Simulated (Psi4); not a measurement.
**BSiH4O2F (SMILES OB(F)O[SiH3]) at B2PLYP/6-31G(d) (density fitting for correlation, spherical functions)**

What is the vertical ionisation energy of BSiH4O2F at B2PLYP/6-31G* (density fitting for correlation, spherical functions)? 

Program for the calculation: Psi4 1.11.

1 further run of the same task is left out (set aside as unsound or not needed).

## (1) The structure to begin with

The species is BSiH4O2F (9 atoms), meant as a singlet with charge 0. SMILES: `OB(F)O[SiH3]`. The coordinates come from a PBE0-D4/def2-TZVP relaxation. This is one conformer, not always the lowest.

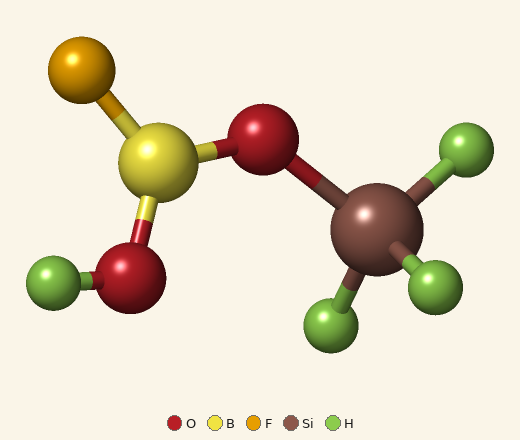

Viewed from a chosen angle; oxygen red, boron yellow, fluorine amber, silicon brown, hydrogen green.

## (2) The energy at B2PLYP/6-31G(d) (density fitting for correlation, spherical functions)

bfh4o2si.py reads:

```python
import psi4

psi4.set_memory(2200000000)
psi4.set_num_threads(1)
psi4.set_output_file('psi4.out', False)

geom = psi4.geometry("""
O     -3.05020694     1.05201053     0.74455209
B     -0.74719771     2.18660210     0.66650640
F     -0.52402105     4.63134079     1.24325082
O      1.33962685     0.88231313     0.01171630
Si     1.76538215    -2.10685566    -0.80313360
H     -4.38888892     2.17299607     1.23606986
H      4.50113866    -2.40732211    -1.30561178
H      0.29196269    -2.69777302    -3.11389071
H      0.97925608    -3.80023924     1.28841527
units bohr
symmetry c1
no_reorient
no_com
""")

options = {'basis': '6-31G*', 'reference': 'rks', 'puream': True, 'e_convergence': 1e-09, 'd_convergence': 1e-08, 'scf_type': 'pk', 'dft_radial_points': 99, 'dft_spherical_points': 590, 'num_frozen_docc': 9}
psi4.set_options(options)

energy_value = psi4.energy('b2plyp')
print('E =', round(energy_value, 9))
```

On the command line:

```sh
$ python bfh4o2si.py
```

psi4.out:

```text
[...]
  Running in c1 symmetry.
[...]
  Nuclear repulsion =  222.106224998276275
[...]
  Multiplicity = 1
[...]
  Nalpha       = 24
  Nbeta        = 24
[...]
    Number of basis functions: 82
[...]
   @RKS iter   1:  -566.43067372310861   -7.26929e-01   8.65737e-03 ADIIS/DIIS
[...]
   @RKS iter  11:  -566.61590908409391   -3.29692e-12   4.63994e-09 DIIS
[...]
    Orbital Energies [Eh]
    ---------------------
    Doubly Occupied:
       1A    -67.254466     2A    -25.358046     3A    -19.760612
       4A    -19.744750     5A     -7.203252     6A     -5.656011
       7A     -3.910531     8A     -3.908448     9A     -3.908426
      10A     -1.367660    11A     -1.188142    12A     -1.152971
      13A     -0.688841    14A     -0.648596    15A     -0.618361
      16A     -0.557469    17A     -0.549275    18A     -0.509299
      19A     -0.472672    20A     -0.463452    21A     -0.450549
      22A     -0.426964    23A     -0.389421    24A     -0.382581
[...]
  @RKS Final Energy:  -566.61590908409391
   => Energetics <=
    Nuclear Repulsion Energy =            222.1062249982762751
    One-Electron Energy =               -1225.6691467817804551
    Two-Electron Energy =                 462.9243745609709890
    DFT Exchange-Correlation Energy =     -25.9773618615606772
    Empirical Dispersion Energy =           0.0000000000000000
    VV10 Nonlocal Energy =                  0.0000000000000000
    Total Energy =                       -566.6159090840938006
[...]
 Multipole Moments:
 ------------------------------------------------------------------------------------
     Multipole            Electronic (a.u.)      Nuclear  (a.u.)        Total (a.u.)
 ------------------------------------------------------------------------------------
 L = 1.  Multiply by 2.5417464519 to convert [e a0] to [Debye]
 Dipole X            :         -4.4721431            3.9619999           -0.5101432
 Dipole Y            :        -32.0468876           31.8613494           -0.1855383
 Dipole Z            :         -7.3989308            7.4330487            0.0341180
 Magnitude           :                                                    0.5439067
[...]
```

Standard output:

```text
E = -566.835031099
```

It took 14 s on 1 thread of AMD EPYC 7R43 (Zen 3), shared host; peak memory 1.3 GiB.

## (3) The doublet cation, same level

bfh4o2si.json reads:

```json
{
  "schema_name": "qcschema_input",
  "schema_version": 1,
  "molecule": {
    "schema_name": "qcschema_molecule",
    "schema_version": 2,
    "symbols": ["O", "B", "F", "O", "Si", "H", "H", "H", "H"],
    "geometry": [-3.05020694, 1.05201053, 0.74455209, -0.74719771, 2.1866021, 0.6665064, -0.52402105, 4.63134079, 1.24325082, 1.33962685, 0.88231313, 0.0117163, 1.76538215, -2.10685566, -0.8031336, -4.38888892, 2.17299607, 1.23606986, 4.50113866, -2.40732211, -1.30561178, 0.29196269, -2.69777302, -3.11389071, 0.97925608, -3.80023924, 1.28841527],
    "molecular_charge": 1,
    "molecular_multiplicity": 2,
    "fix_symmetry": "c1",
    "fix_com": true,
    "fix_orientation": true
  },
  "driver": "energy",
  "model": {
    "method": "b2plyp",
    "basis": "6-31G*"
  },
  "keywords": {
    "reference": "uks",
    "puream": true,
    "e_convergence": 1e-09,
    "d_convergence": 1e-08,
    "scf_type": "pk",
    "dft_radial_points": 99,
    "dft_spherical_points": 590,
    "num_frozen_docc": 9,
    "maxiter": 100
  }
}
```

On the command line:

```sh
$ psi4 --qcschema bfh4o2si.json -n 1 --memory 2200MB
```

stdout:

```text
[...]
  Running in c1 symmetry.
[...]
  Nuclear repulsion =  222.106224998276275
[...]
  Multiplicity = 2
[...]
  Nalpha       = 24
  Nbeta        = 23
[...]
    Number of basis functions: 82
[...]
   @UKS iter   1:  -565.99290921079762   -2.89165e-01   8.38100e-03 DIIS/ADIIS
[...]
   @UKS iter  19:  -566.19407164613517   -4.32010e-12   9.21469e-09 DIIS
[...]
   @S^2 Observed:                7.730361201E-01
[...]
    Orbital Energies [Eh]
    ---------------------
    Alpha Occupied:
       1A    -67.504659     2A    -25.555151     3A    -20.089471
       4A    -19.990695     5A     -7.439830     6A     -5.909955
       7A     -4.164669     8A     -4.163331     9A     -4.160190
      10A     -1.563650    11A     -1.493475    12A     -1.402632
      13A     -0.968855    14A     -0.884673    15A     -0.826801
      16A     -0.822038    17A     -0.814527    18A     -0.751319
      19A     -0.723247    20A     -0.720532    21A     -0.679676
      22A     -0.665713    23A     -0.656921    24A     -0.632427
    Alpha Virtual:
      25A     -0.155611    26A     -0.098209    27A     -0.083594
[...]
  @UKS Final Energy:  -566.19407164613517
   => Energetics <=
    Nuclear Repulsion Energy =            222.1062249982762751
    One-Electron Energy =               -1213.9750973402569798
    Two-Electron Energy =                 451.4649286840932518
    DFT Exchange-Correlation Energy =     -25.7901279882476615
    Empirical Dispersion Energy =           0.0000000000000000
    VV10 Nonlocal Energy =                  0.0000000000000000
    Total Energy =                       -566.1940716461351712
[...]
 Multipole Moments:
 ------------------------------------------------------------------------------------
     Multipole            Electronic (a.u.)      Nuclear  (a.u.)        Total (a.u.)
 ------------------------------------------------------------------------------------
 L = 1.  Multiply by 2.5417464519 to convert [e a0] to [Debye]
 Dipole X            :         -3.9217820            3.9619999            0.0402179
 Dipole Y            :        -32.7907006           31.8613494           -0.9293512
 Dipole Z            :         -7.6712075            7.4330487           -0.2381588
 Magnitude           :                                                    0.9602243
[...]
```

The result, in JSON:

```text
{
 "driver": "energy",
 "model": {
  "method": "b2plyp",
  "basis": "6-31G*"
 },
 "success": true,
 "return_result": -566.4158199664007,
 "properties": {
  "calcinfo_nbasis": 82,
  "calcinfo_nmo": 82,
  "calcinfo_nalpha": 24,
  "calcinfo_nbeta": 23,
  "calcinfo_natom": 9,
  "nuclear_repulsion_energy": 222.10622499827628,
  "return_energy": -566.4158199664007,
  "scf_one_electron_energy": -1213.975097340257,
  "scf_two_electron_energy": 451.46492868409325,
  "scf_xc_energy": -25.79012798824766,
  "scf_dipole_moment": [0.04021789054274638, -0.9293512175475733, -0.2381587876608826],
  "scf_total_energy": -566.1940716461352,
  "scf_iterations": 19
 }
}
```

Wall time 34 s (1 thread of AMD EPYC 7R43 (Zen 3), shared host); peak memory 1.3 GiB.

## (4) What came out

At B2PLYP/6-31G* (density fitting for correlation, spherical functions), 9 core orbitals frozen:

```
                                                                quantity          value
                                          singlet BSiH4O2F: total energy  -566.83503 Eh
                     singlet BSiH4O2F: HOMO energy (SCF part's orbitals)      -10.41 eV
                     singlet BSiH4O2F: LUMO energy (SCF part's orbitals)        1.75 eV
                   singlet BSiH4O2F: HOMO–LUMO gap (SCF part's orbitals)       12.16 eV
                                            doublet cation: total energy  -566.41582 Eh
doublet cation: HOMO energy (SCF part's orbitals) (highest over α and β)      -16.69 eV
 doublet cation: LUMO energy (SCF part's orbitals) (lowest over α and β)      -12.49 eV
                                                    doublet cation: ⟨S²⟩          0.773
                      vertical ionisation energy (to the doublet cation)      11.407 eV
```

Removing an electron at fixed nuclei costs 11.41 eV (263 kcal/mol). The negative HOMO energy of the first species, 10.41 eV, lies 1.00 eV below that difference.
